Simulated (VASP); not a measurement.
Band structure of LiF (rock salt). Computed with TPSS meta-GGA, VASP's PBE PAW potentials (set 64) (plane waves; VASP).

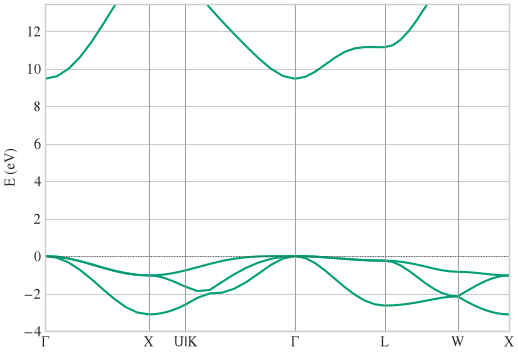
Figure: Bands along high-symmetry lines, zero at the valence-band maximum or, without a gap, the Fermi level

Question: Read the plot: is there a gap, and where are the band edges?

Answer: The gap is direct, 9.46 eV, from the valence maximum at Γ to the conduction minimum at Γ.

Measured: gap 15.35 eV (computed value off by -5.89 eV), as given by Wei Chen et al., Physical Review Materials (2018), doi:10.1103/physrevmaterials.2.073803 [zero-point renormalisation of 1.15 eV added back (the table's ZPR column)].

The compound is LiF in the rock salt structure. It was relaxed first.
